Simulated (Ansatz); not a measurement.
# AlGaHF (triplet): the correlation ladder, cc-pVDZ

How much of the correlation energy of AlGaHF (triplet) does each wave-function method recover here?

Computed with Ansatz 0.2.0, Gaussian basis. Level: cc-pVDZ, core rule «outside noble gas», up to 20 orbitals frozen.

To be run: UHF; CCSD(T) on ROHF; CCSD(T) on UHF; BCCD(T) on ROHF; CISD; CCSDT(Q) on ROHF; CCSDT(Q) on UHF; CASSCF and NEVPT2, 10 electrons in 10 orbitals.

27 further runs of the same task are left out: 17 that didn't finish, 10 set aside as unsound or not needed.

### Step 1. The system

The geometry is a PBE0/def2-TZVP stationary point (not a proven minimum). No spin-orbit coupling is included. The filled d shell of Ga may be among the frozen orbitals whatever the setting's name suggests; the logs give the count.

4 atoms, charge 0, spin multiplicity 3.

Atoms are counted from 1 here; the program's logs count them from 0.

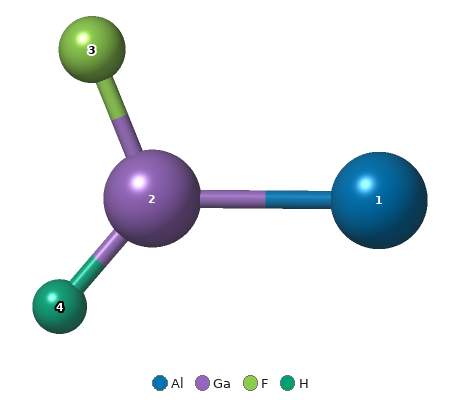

The structure; aluminium blue, gallium purple, fluorine green, hydrogen teal; atoms are numbered from 1 in the order of the file.

### Step 2. UHF

Contents of in.yaml:

```yaml
crystal:
  periodic: [false, false, false]
  atoms:
    - {symbol: Al, position_ang: [0.000000, -0.281835, 2.028359]}
    - {symbol: Ga, position_ang: [0.000000, 0.366101, -0.374949]}
    - {symbol: F, position_ang: [0.000000, -1.038096, -1.449566]}
    - {symbol: H, position_ang: [0.000000, 1.786664, -1.038005]}
basis:
  gaussian: {orbitals: cc-pVDZ}
magnetization: {spin_polarized: true, initial_magnetization: 2}
hamiltonian: {xc: hf}
output: {orbitals: {seedname: orbitals}}
```

Run with:

```sh
$ ansatz run in.yaml --threads 1 --pin off --events-out ev --progress --plain --max-ram 2393MiB
```

After this run come: CCSD(T) on ROHF; CCSD(T) on UHF; BCCD(T) on ROHF; CISD; CCSDT(Q) on ROHF; CCSDT(Q) on UHF; CASSCF and NEVPT2, 10 electrons in 10 orbitals.

**Question.** What will the summary of the whole plan be? Wanted: UCCSDT(Q) below the RHF energy; RMP2 from UCCSDT(Q); UMP2 from UCCSDT(Q); RCCSD from UCCSDT(Q); RCCSD(T) from UCCSDT(Q); UCCSD(T) from UCCSDT(Q); RCCSDT(Q) from UCCSDT(Q); T1 diagnostic.

The runs gave:

| quantity | value |
| --- | --- |
| UCCSDT(Q) below the RHF energy | -8.5875 eV |
| RMP2 from UCCSDT(Q) | +21.68 kcal/mol |
| UMP2 from UCCSDT(Q) | +21.18 kcal/mol |
| RCCSD from UCCSDT(Q) | +5.84 kcal/mol |
| RCCSD(T) from UCCSDT(Q) | +1.38 kcal/mol |
| UCCSD(T) from UCCSDT(Q) | +1.32 kcal/mol |
| RCCSDT(Q) from UCCSDT(Q) | +0.13 kcal/mol |
| levels within 1 kcal/mol (43 meV) | RCCSDT, UCCSDT, RCCSDT(Q) |
| T1 diagnostic | 0.036 |

RCCSD(T) lands +1.38 kcal/mol from the yardstick (0.7 % of the correlation energy). These misses are within one basis, not against nature; the frozen cores of restricted and unrestricted runs differ, which can shift their rows.
